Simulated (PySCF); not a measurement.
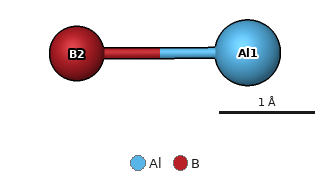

The structure (ball-and-stick view, seen on its broad side; atoms are numbered from 1 in the order of the input). Sticks mark near contacts.

**Run report: AlB, single-point calculation**

System: AlB, multiplicity 3.
Method: UHF/jorge-dzp-dkh, ccsd(t) (PySCF 2.14.0).

Some settings of this run were made unusual or wrong on purpose.

Output
```
PySCF version 2.14.0

[INPUT] verbose = 4
[INPUT] num. atoms = 2
[INPUT] num. electrons = 18
[INPUT] charge = 0
[INPUT] spin (= nelec alpha-beta = 2S) = 2
[INPUT] symmetry False subgroup None
[INPUT] Mole.unit = angstrom
[INPUT] Symbol           X                Y                Z      unit          X                Y                Z       unit  Magmom
[INPUT]  1 Al     0.000000000000   0.000000000000   0.000000000000 AA    0.000000000000   0.000000000000   0.000000000000 Bohr   0.0
[INPUT]  2 B      0.000000000000   0.000000000000   1.809000000000 AA    0.000000000000   0.000000000000   3.418514559338 Bohr   0.0

nuclear repulsion = 19.0141065283582
number of shells = 19
number of NR pGTOs = 73
number of NR cGTOs = 39
basis = jorge-dzp-dkh
ecp = {}

******** <class 'pyscf.df.df_jk.DFsfX2C1eUHF'> ********
method = DFsfX2C1eUHF
initial guess = chk
damping factor = 0
level_shift factor = 0
DIIS = <class 'pyscf.scf.diis.CDIIS'>
diis_start_cycle = 1
diis_space = 8
diis_damp = 0
SCF conv_tol = 1e-09
SCF conv_tol_grad = None
SCF max_cycles = 50
direct_scf = False
number electrons alpha = 10  beta = 8

******** <class 'pyscf.x2c.sfx2c1e.SpinFreeX2CHelper'> ********
approx = 1e
xuncontract = 1
Set gradient conv threshold to 3.16228e-05

******** <class 'pyscf.df.df.DF'> ********
auxbasis = def2-universal-jkfit
init E= -266.984887636092
  alpha nocc = 10  HOMO = -0.0803780916449069  LUMO = -0.0275552973464591
  beta  nocc = 8  HOMO = -0.258505059483923  LUMO = -0.0803780916504305

WARN: HOMO -0.0803780916449069 >= LUMO -0.0803780916504305

cycle= 1 E= -266.814989284029  delta_E= 0.17  |g|= 0.121  |ddm|= 0.925
  alpha nocc = 10  HOMO = -0.333293413314529  LUMO = -0.00579044374579182
  beta  nocc = 8  HOMO = -0.322757644130057  LUMO = -0.0270870177439183
  HOMO = -0.32275764413  LUMO = -0.0270870177439  gap/eV = 8.04561
cycle= 2 E= -266.838025446386  delta_E= -0.023  |g|= 0.0599  |ddm|= 0.268
  alpha nocc = 10  HOMO = -0.308958500480925  LUMO = 0.02237918169908
  beta  nocc = 8  HOMO = -0.301683520817171  LUMO = 0.00330110291391971
  HOMO = -0.301683520817  LUMO = 0.00330110291392  gap/eV = 8.29905
cycle= 3 E= -266.843703955915  delta_E= -0.00568  |g|= 0.0309  |ddm|= 0.133
  alpha nocc = 10  HOMO = -0.317703683500008  LUMO = 0.0283136386033592
  beta  nocc = 8  HOMO = -0.296632398768651  LUMO = 0.00701211799705955
  HOMO = -0.296632398769  LUMO = 0.00701211799706  gap/eV = 8.26259
cycle= 4 E= -266.84760412771  delta_E= -0.0039  |g|= 0.0219  |ddm|= 0.103
  alpha nocc = 10  HOMO = -0.323072385863931  LUMO = 0.0268473308104437
  beta  nocc = 8  HOMO = -0.299013485670855  LUMO = 0.0132434854006119
  HOMO = -0.299013485671  LUMO = 0.0132434854006  gap/eV = 8.49694
cycle= 5 E= -266.850582369143  delta_E= -0.00298  |g|= 0.0202  |ddm|= 0.0893
  alpha nocc = 10  HOMO = -0.324849917267039  LUMO = 0.0264312848684141
  beta  nocc = 8  HOMO = -0.300226653591281  LUMO = 0.017730521401149
  HOMO = -0.300226653591  LUMO = 0.0177305214011  gap/eV = 8.65206
cycle= 6 E= -266.852577249169  delta_E= -0.00199  |g|= 0.0211  |ddm|= 0.0573
  alpha nocc = 10  HOMO = -0.32563919735487  LUMO = 0.0260949447264148
  beta  nocc = 8  HOMO = -0.30055039351587  LUMO = 0.0150593186944442
  HOMO = -0.300550393516  LUMO = 0.0150593186944  gap/eV = 8.58818
cycle= 7 E= -266.851106498719  delta_E= 0.00147  |g|= 0.0192  |ddm|= 0.0456
  alpha nocc = 10  HOMO = -0.328967041782286  LUMO = 0.0262753319660406
  beta  nocc = 8  HOMO = -0.304083604230641  LUMO = 0.0117587940485256
  HOMO = -0.304083604231  LUMO = 0.0117587940485  gap/eV = 8.59451
cycle= 8 E= -266.847015594239  delta_E= 0.00409  |g|= 0.00971  |ddm|= 0.255
  alpha nocc = 10  HOMO = -0.326154029613032  LUMO = 0.0267221228243635
  beta  nocc = 8  HOMO = -0.300403204701752  LUMO = 0.00747460918065948
  HOMO = -0.300403204702  LUMO = 0.00747460918066  gap/eV = 8.37778
cycle= 9 E= -266.846924274278  delta_E= 9.13e-05  |g|= 0.00492  |ddm|= 0.0513
  alpha nocc = 10  HOMO = -0.32434805971519  LUMO = 0.0266404450227352
  beta  nocc = 8  HOMO = -0.296870701197129  LUMO = 0.00327915378144819
  HOMO = -0.296870701197  LUMO = 0.00327915378145  gap/eV = 8.16749
cycle= 10 E= -266.846971454492  delta_E= -4.72e-05  |g|= 0.00202  |ddm|= 0.045
  alpha nocc = 10  HOMO = -0.324654054840014  LUMO = 0.0264467748497824
  beta  nocc = 8  HOMO = -0.296964538961369  LUMO = 0.00380699392211922
  HOMO = -0.296964538961  LUMO = 0.00380699392212  gap/eV = 8.18441
cycle= 11 E= -266.846978067708  delta_E= -6.61e-06  |g|= 0.0012  |ddm|= 0.00859
  alpha nocc = 10  HOMO = -0.325010358040115  LUMO = 0.0264091794738299
  beta  nocc = 8  HOMO = -0.297119407674266  LUMO = 0.00460761915861458
  HOMO = -0.297119407674  LUMO = 0.00460761915861  gap/eV = 8.21041
cycle= 12 E= -266.846983937169  delta_E= -5.87e-06  |g|= 0.000302  |ddm|= 0.0072
  alpha nocc = 10  HOMO = -0.324898503732363  LUMO = 0.0264085809579911
  beta  nocc = 8  HOMO = -0.296988876769682  LUMO = 0.00443029542537472
  HOMO = -0.29698887677  LUMO = 0.00443029542537  gap/eV = 8.20203
cycle= 13 E= -266.846984253398  delta_E= -3.16e-07  |g|= 0.000136  |ddm|= 0.00331
  alpha nocc = 10  HOMO = -0.324854006057841  LUMO = 0.0264188655563945
  beta  nocc = 8  HOMO = -0.296810163359815  LUMO = 0.00429550353052725
  HOMO = -0.29681016336  LUMO = 0.00429550353053  gap/eV = 8.19350
cycle= 14 E= -266.84698419074  delta_E= 6.27e-08  |g|= 5.39e-05  |ddm|= 0.00114
  alpha nocc = 10  HOMO = -0.324891243535464  LUMO = 0.0264123759381155
  beta  nocc = 8  HOMO = -0.296813644961148  LUMO = 0.00432188741110069
  HOMO = -0.296813644961  LUMO = 0.0043218874111  gap/eV = 8.19432
cycle= 15 E= -266.846984184112  delta_E= 6.63e-09  |g|= 1.06e-05  |ddm|= 0.000654
  alpha nocc = 10  HOMO = -0.324891318517249  LUMO = 0.0264150599677437
  beta  nocc = 8  HOMO = -0.296809517356238  LUMO = 0.00432362459117076
  HOMO = -0.296809517356  LUMO = 0.00432362459117  gap/eV = 8.19425
cycle= 16 E= -266.846984184406  delta_E= -2.94e-10  |g|= 3.07e-06  |ddm|= 7.42e-05
  alpha nocc = 10  HOMO = -0.324891235449075  LUMO = 0.026414888026919
  beta  nocc = 8  HOMO = -0.296808808045313  LUMO = 0.00432305149961831
  HOMO = -0.296808808045  LUMO = 0.00432305149962  gap/eV = 8.19422
Extra cycle  E= -266.84698418443  delta_E= -2.41e-11  |g|= 2.14e-06  |ddm|= 1.09e-05
converged SCF energy = -266.84698418443  <S^2> = 2.072277  2S+1 = 3.0478038

******** <class 'pyscf.cc.dfuccsd.UCCSD'> ********
CC2 = 0
CCSD nocc = (np.int64(10), np.int64(8)), nmo = (39, 39)
max_cycle = 50
direct = 0
conv_tol = 1e-07
conv_tol_normt = 1e-06
diis_space = 6
diis_start_cycle = 0
diis_start_energy_diff = 1e+09
Init t2, MP2 energy = -0.185459108991862
Init E_corr(UCCSD) = -0.185459109002214
cycle = 1  E_corr(UCCSD) = -0.205635719592456  dE = -0.0201766106  norm(t1,t2) = 0.104707
cycle = 2  E_corr(UCCSD) = -0.213874529067352  dE = -0.00823880947  norm(t1,t2) = 0.0536138
cycle = 3  E_corr(UCCSD) = -0.21887000912791  dE = -0.00499548006  norm(t1,t2) = 0.0387526
cycle = 4  E_corr(UCCSD) = -0.222010500992672  dE = -0.00314049186  norm(t1,t2) = 0.0208454
cycle = 5  E_corr(UCCSD) = -0.221890048232621  dE = 0.00012045276  norm(t1,t2) = 0.0125981
cycle = 6  E_corr(UCCSD) = -0.222352799730021  dE = -0.000462751497  norm(t1,t2) = 0.00690528
cycle = 7  E_corr(UCCSD) = -0.222277914262302  dE = 7.48854677e-05  norm(t1,t2) = 0.00479728
cycle = 8  E_corr(UCCSD) = -0.222543588924537  dE = -0.000265674662  norm(t1,t2) = 0.00327694
cycle = 9  E_corr(UCCSD) = -0.222586338090468  dE = -4.27491659e-05  norm(t1,t2) = 0.00164046
cycle = 10  E_corr(UCCSD) = -0.222598490468625  dE = -1.21523782e-05  norm(t1,t2) = 0.000715461
cycle = 11  E_corr(UCCSD) = -0.222590424816512  dE = 8.06565211e-06  norm(t1,t2) = 0.000345068
cycle = 12  E_corr(UCCSD) = -0.222591010375577  dE = -5.85559065e-07  norm(t1,t2) = 0.000201082
cycle = 13  E_corr(UCCSD) = -0.222590419865561  dE = 5.90510015e-07  norm(t1,t2) = 0.000123777
cycle = 14  E_corr(UCCSD) = -0.222593088245277  dE = -2.66837972e-06  norm(t1,t2) = 6.68599e-05
cycle = 15  E_corr(UCCSD) = -0.222593696677874  dE = -6.08432598e-07  norm(t1,t2) = 3.30713e-05
cycle = 16  E_corr(UCCSD) = -0.2225938182973  dE = -1.21619426e-07  norm(t1,t2) = 1.88072e-05
cycle = 17  E_corr(UCCSD) = -0.222593419612538  dE = 3.98684763e-07  norm(t1,t2) = 1.4287e-05
cycle = 18  E_corr(UCCSD) = -0.222593206913792  dE = 2.12698746e-07  norm(t1,t2) = 1.03981e-05
cycle = 19  E_corr(UCCSD) = -0.222592888929036  dE = 3.17984755e-07  norm(t1,t2) = 6.63636e-06
cycle = 20  E_corr(UCCSD) = -0.222592796996333  dE = 9.19327036e-08  norm(t1,t2) = 3.94017e-06
cycle = 21  E_corr(UCCSD) = -0.222592690784536  dE = 1.06211797e-07  norm(t1,t2) = 2.46746e-06
cycle = 22  E_corr(UCCSD) = -0.222592624737397  dE = 6.60471386e-08  norm(t1,t2) = 1.35676e-06
cycle = 23  E_corr(UCCSD) = -0.222592580276041  dE = 4.44613559e-08  norm(t1,t2) = 6.92276e-07
```

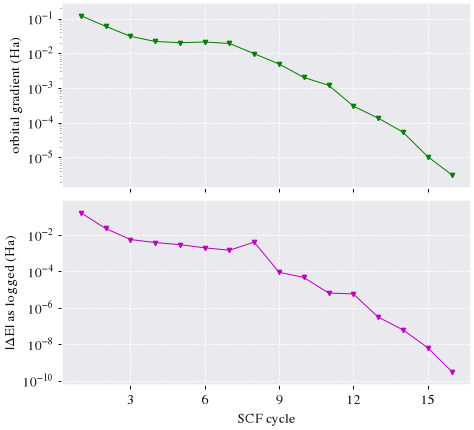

Convergence of the self-consistent field: orbital gradient and size of the energy change against the SCF cycle. The residual falls almost steadily, with no more than small rises.

```
UCCSD converged
E(UCCSD) = -267.0695767647065  E_corr = -0.2225925802760413
UCCSD(T) correction = -0.0105380870068893
Dipole moment(X, Y, Z, Debye): -0.00000,  0.00000, -0.98761
orbital energies (hartree): [array([-0.3345, -0.3249, -0.3249,  0.0085,  0.0669,  0.0669]), array([-3.2143, -0.5334, -0.2968,  0.0043,  0.0264,  0.0264])]
```

The run was set up as follows.

Input file
```python
from pyscf import gto, scf, cc

mol = gto.M(
    atom='Al 0 0 0; B 0 0 1.809',
    basis='jorge-dzp-dkh',
    charge=0,
    spin=2,
    verbose=4,
)
mf = scf.UHF(mol)
mf = mf.sfx2c1e()
mf = mf.density_fit(auxbasis='def2-universal-jkfit')
mf.init_guess = 'chk'
mf.kernel()
mycc = cc.CCSD(mf)
mycc.kernel()
mycc.ccsd_t()
mf.dip_moment()
print('orbital energies (hartree):', [e[max(0, n-3):n+3].round(4) for e, n in zip(mf.mo_energy, mol.nelec)])
```

Launched with:
```bash
OMP_NUM_THREADS=1 python input.py
```

Outcome

- outcome: converged
- SCF energy: −266.846984 hartree
- (T) correction: −0.010538 hartree
- ⟨S²⟩: 2.072
- dipole moment: 0.99 D
- hardware: 1 CPU thread, shared host
- wall time: 7.8 s

What went wrong

Some settings of this run were drawn to be unusual or wrong. It converged; results that depend on the unusual settings are not reference values.
